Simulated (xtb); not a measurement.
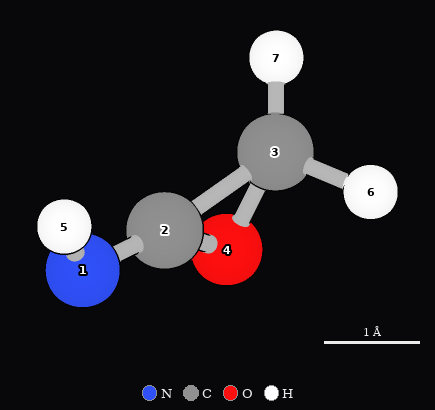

Fig. 1: The input geometry (ball-and-stick view, seen at a tilt; atoms are numbered from 1 in the order of the input).

**Geometry relaxation, with input and output: C₂H₃NO (part 1 of 3)**

- system: C₂H₃NO, SMILES N=C1CO1
- method: GFN1-xTB (xtb 6.7.1 later snapshot)

The input (struc.xyz):
```
7
start
N     -1.47002000     0.40842000    -0.75352000
C     -0.51346000    -0.06788000    -0.18834000
C      0.90128000    -0.26041000     0.36346000
O     -0.09284000    -1.05276000     0.62830000
H     -1.37022000     1.23326000    -1.30270000
H      1.01077000     0.39636000     1.34114000
H      1.76906000    -0.42657000    -0.16042000
```

File .CHRG:
```
0
```

File .UHF:
```
0
```

Run as:
```bash
xtb struc.xyz --gfn 1 --ohess extreme | tee xtb.out
```

Output:
```
* xtb version 6.7.1
   ID    Z sym.   atoms
    1    7 N      1
    2    6 C      2, 3
    3    8 O      4
    4    1 H      5-7

           -------------------------------------------------
          |                Calculation Setup                |
           -------------------------------------------------

          program call               : xtb struc.xyz --gfn 1 --ohess extreme
          coordinate file            : struc.xyz
          omp threads                :                     1

           -------------------------------------------------
          |                 G F N 1 - x T B                 |
           -------------------------------------------------

      * Hamiltonian:
        H0-scaling (s, p, d)           1.850000    2.250000    2.000000
        zeta-weighting                 0.000000
      * Dispersion:
        s8                             2.400000
        a1                             0.630000
        a2                             5.000000
        s9                             0.000000
      * Repulsion:
        kExp                           1.500000
        rExp                           1.000000
      * Coulomb:
        alpha                          2.000000
        third order                    atomic
        anisotropic                    false
      * Halogen bond correction:
        rad-scale                      1.300000
        damping                        0.440000

          ...................................................
          :                      SETUP                      :
          :.................................................:
          :  # basis functions                  22          :
          :  # atomic orbitals                  22          :
          :  # shells                           14          :
          :  # electrons                        22          :
          :  # halogen bonds                     0          :
          :  max. iterations                   250          :
          :  Hamiltonian                  GFN1-xTB          :
          :  restarted?                      false          :
          :  GBSA solvation                  false          :
          :  PC potential                    false          :
          :  electronic temp.          300.0000000     K    :
          :  accuracy                    1.0000000          :
          :  -> integral cutoff          0.2500000E+02      :
          :  -> integral neglect         0.1000000E-07      :
          :  -> SCF convergence          0.1000000E-05 Eh   :
          :  -> wf. convergence          0.2000000E-04 e    :
          :  Broyden damping             0.4000000          :
          :  net charge                          0          :
          :  unpaired electrons                  0          :
          ...................................................

 iter      E             dE          RMSdq      gap      omega  full diag
   1    -13.7591325 -0.137591E+02  0.833E+00    5.13       0.0  T
   2    -13.7950998 -0.359674E-01  0.496E+00    4.55       1.0  T
   3    -13.7921456  0.295420E-02  0.160E+00    4.90       1.0  T
   4    -13.7979368 -0.579116E-02  0.178E-01    4.65       1.0  T
   5    -13.7980242 -0.874449E-04  0.400E-02    4.66       1.0  T
   6    -13.7980302 -0.597333E-05  0.859E-03    4.67       4.4  T
   7    -13.7980305 -0.272730E-06  0.767E-04    4.67      49.3  T
   8    -13.7980305 -0.134524E-08  0.273E-04    4.67     138.5  T
   9    -13.7980305 -0.409145E-09  0.667E-05    4.67     566.4  T
  10    -13.7980305 -0.112905E-10  0.600E-06    4.67    6294.2  T

   *** convergence criteria satisfied after 10 iterations ***

         #    Occupation            Energy/Eh            Energy/eV
      -------------------------------------------------------------
         1        2.0000           -0.8364799             -22.7618
       ...           ...                  ...                  ...
         5        2.0000           -0.6378723             -17.3574
         6        2.0000           -0.5960771             -16.2201
         7        2.0000           -0.5823213             -15.8458
         8        2.0000           -0.5301770             -14.4269
         9        2.0000           -0.5027042             -13.6793
        10        2.0000           -0.4645988             -12.6424
        11        2.0000           -0.4166247             -11.3369 (HOMO)
        12                         -0.2451544              -6.6710 (LUMO)
        13                         -0.1415082              -3.8506
        14                         -0.1179590              -3.2098
        15                         -0.0899514              -2.4477
        16                         -0.0857907              -2.3345
       ...                                ...                  ...
        22                          0.9584392              26.0805
      -------------------------------------------------------------
                  HL-Gap            0.1714702 Eh            4.6659 eV
             Fermi-level           -0.3308895 Eh           -9.0040 eV

 SCC (total)                   0 d,  0 h,  0 min,  0.005 sec
 SCC setup                      ...        0 min,  0.000 sec (  1.703%)
 Dispersion                     ...        0 min,  0.000 sec (  0.726%)
 classical contributions        ...        0 min,  0.000 sec (  0.149%)
 integral evaluation            ...        0 min,  0.001 sec ( 21.245%)
 iterations                     ...        0 min,  0.002 sec ( 34.403%)
 molecular gradient             ...        0 min,  0.002 sec ( 38.408%)
 printout                       ...        0 min,  0.000 sec (  3.096%)

         :::::::::::::::::::::::::::::::::::::::::::::::::::::
         ::                     SUMMARY                     ::
         :::::::::::::::::::::::::::::::::::::::::::::::::::::
         :: total energy             -13.635619874557 Eh    ::
         :: gradient norm              0.249146374546 Eh/a0 ::
         :: HOMO-LUMO gap              4.665942955903 eV    ::
         ::.................................................::
         :: SCC energy               -13.798030482868 Eh    ::
         :: -> electrostatic           0.048570639160 Eh    ::
         :: repulsion energy           0.163881256546 Eh    ::
         :: dispersion energy         -0.001470648234 Eh    ::
         :: halogen bond corr.         0.000000000000 Eh    ::
         :: add. restraining           0.000000000000 Eh    ::
         :: total charge               0.000000000000 e     ::
         :::::::::::::::::::::::::::::::::::::::::::::::::::::

      -----------------------------------------------------------
     |                   =====================                   |
     |                        A N C O P T                        |
     |                   =====================                   |
     |               Approximate Normal Coordinate               |
     |                Rational Function Optimizer                |
      -----------------------------------------------------------

          ...................................................
          :                      SETUP                      :
          :.................................................:
          :   optimization level           extreme          :
          :   max. optcycles                   200          :
          :   ANC micro-cycles                  20          :
          :   degrees of freedom                15          :
          :.................................................:
          :   RF solver                   davidson          :
          :   write xtbopt.log                true          :
          :   linear?                        false          :
          :   energy convergence         0.5000000E-07 Eh   :
          :   grad. convergence          0.5000000E-04 Eh/α :
          :   maximum RF displ.          1.0000000          :
          :   Hlow (freq-cutoff)         0.1000000E-01      :
          :   Hmax (freq-cutoff)         5.0000000          :
          :   S6 in model hess.         20.0000000          :
          ...................................................

generating ANC from exact Hessian ...
Using Lindh-Hessian (1995)
 Shifting diagonal of input Hessian by    0.0000000000000000
 Lowest  eigenvalues of input Hessian
    0.000000    0.000000    0.000000    0.000000    0.000000    0.000000
    0.021973    0.038144    0.053060    0.145256    0.193676    0.238097
    0.265414    0.390670    0.429936    0.791914    1.134085    1.262607
 Highest eigenvalues
    0.791914    1.134085    1.262607    1.568642    1.989614    2.685960

........................................................................
.............................. CYCLE    1 ..............................
........................................................................

 iter      E             dE          RMSdq      gap      omega  full diag
   1    -13.7980305 -0.137980E+02  0.714E-07    4.67       0.0  T
   2    -13.7980305  0.177636E-13  0.200E-07    4.67  100000.0  T
   3    -13.7980305 -0.248690E-13  0.119E-07    4.67  100000.0  T
     SCC iter.                  ...        0 min,  0.001 sec
     gradient                   ...        0 min,  0.002 sec
 * total energy  :   -13.6356199 Eh     change       -0.4032330E-12 Eh
   gradient norm :     0.2491464 Eh/α   predicted     0.0000000E+00 (-100.00%)
   displ. norm   :     0.2610133 α      lambda       -0.4743999E-01
   maximum displ.:     0.1619617 α      in ANC's #4, #11, #14, ...

........................................................................
.............................. CYCLE    2 ..............................
........................................................................

 iter      E             dE          RMSdq      gap      omega  full diag
   1    -13.8085414 -0.138085E+02  0.272E-01    4.90       0.0  T
   2    -13.8087179 -0.176556E-03  0.115E-01    4.85       1.0  T
   3    -13.8087447 -0.267715E-04  0.656E-02    4.87       1.0  T
   4    -13.8087492 -0.445928E-05  0.177E-02    4.87       2.1  T
   5    -13.8087494 -0.207368E-06  0.339E-03    4.87      11.1  T
   6    -13.8087494 -0.331213E-07  0.637E-04    4.87      59.3  T
   7    -13.8087494 -0.776948E-09  0.145E-04    4.87     260.5  T
   8    -13.8087494 -0.408651E-10  0.942E-06    4.87    4014.4  T
     SCC iter.                  ...        0 min,  0.001 sec
     gradient                   ...        0 min,  0.002 sec
 * total energy  :   -13.6670017 Eh     change       -0.3138179E-01 Eh
   gradient norm :     0.0935370 Eh/α   predicted    -0.2533599E-01 ( -19.27%)
   displ. norm   :     0.2106531 α      lambda       -0.1379302E-01
   maximum displ.:     0.0996754 α      in ANC's #2, #11, #3, ...

........................................................................
.............................. CYCLE    3 ..............................
........................................................................

 iter      E             dE          RMSdq      gap      omega  full diag
   1    -13.8182560 -0.138183E+02  0.179E-01    5.13       0.0  T
   2    -13.8183732 -0.117137E-03  0.826E-02    5.09       1.0  T
   3    -13.8183925 -0.193286E-04  0.374E-02    5.10       1.0  T
   4    -13.8183940 -0.155942E-05  0.112E-02    5.10       3.4  T
   5    -13.8183941 -0.938758E-07  0.310E-03    5.10      12.2  T
   6    -13.8183942 -0.117293E-07  0.494E-04    5.10      76.6  T
   7    -13.8183942 -0.511152E-09  0.374E-05    5.10    1010.6  T
   8    -13.8183942 -0.268230E-11  0.700E-06    5.10    5397.2  T
     SCC iter.                  ...        0 min,  0.001 sec
     gradient                   ...        0 min,  0.002 sec
 * total energy  :   -13.6748688 Eh     change       -0.7867121E-02 Eh
   gradient norm :     0.0199606 Eh/α   predicted    -0.7202539E-02 (  -8.45%)
   displ. norm   :     0.0880668 α      lambda       -0.1278581E-02
   maximum displ.:     0.0509516 α      in ANC's #6, #3, #7, ...

........................................................................
.............................. CYCLE    4 ..............................
........................................................................

 iter      E             dE          RMSdq      gap      omega  full diag
   1    -13.8204274 -0.138204E+02  0.474E-02    5.18       0.0  T
   2    -13.8204353 -0.789547E-05  0.219E-02    5.17       1.7  T
   3    -13.8204359 -0.620759E-06  0.118E-02    5.18       3.2  T
   4    -13.8204360 -0.693516E-07  0.345E-03    5.18      11.0  T
   5    -13.8204360 -0.218280E-07  0.106E-03    5.18      35.6  T
   6    -13.8204360 -0.156172E-08  0.107E-04    5.18     352.3  T
   7    -13.8204360 -0.227605E-10  0.114E-05    5.18    3326.9  T
     SCC iter.                  ...        0 min,  0.001 sec
     gradient                   ...        0 min,  0.002 sec
 * total energy  :   -13.6756658 Eh     change       -0.7970622E-03 Eh
   gradient norm :     0.0110111 Eh/α   predicted    -0.6442501E-03 ( -19.17%)
   displ. norm   :     0.0599615 α      lambda       -0.3282265E-03
   maximum displ.:     0.0308451 α      in ANC's #6, #2, #3, ...

........................................................................
.............................. CYCLE    5 ..............................
........................................................................

 iter      E             dE          RMSdq      gap      omega  full diag
   1    -13.8199783 -0.138200E+02  0.270E-02    5.20       0.0  T
   2    -13.8199791 -0.835455E-06  0.130E-02    5.20       2.9  T
   3    -13.8199791 -0.353811E-07  0.608E-03    5.20       6.2  T
   4    -13.8199792 -0.243517E-07  0.117E-03    5.20      32.3  T
   5    -13.8199792 -0.514894E-08  0.394E-04    5.20      96.1  T
   6    -13.8199792 -0.336094E-09  0.606E-05    5.20     624.0  T
   7    -13.8199792 -0.645350E-11  0.177E-05    5.20    2130.4  T
     SCC iter.                  ...        0 min,  0.001 sec
     gradient                   ...        0 min,  0.002 sec
 * total energy  :   -13.6758545 Eh     change       -0.1886344E-03 Eh
   gradient norm :     0.0068812 Eh/α   predicted    -0.1647023E-03 ( -12.69%)
   displ. norm   :     0.0346811 α      lambda       -0.1204095E-03
   maximum displ.:     0.0225923 α      in ANC's #2, #6, #1, ...

........................................................................
.............................. CYCLE    6 ..............................
........................................................................
```
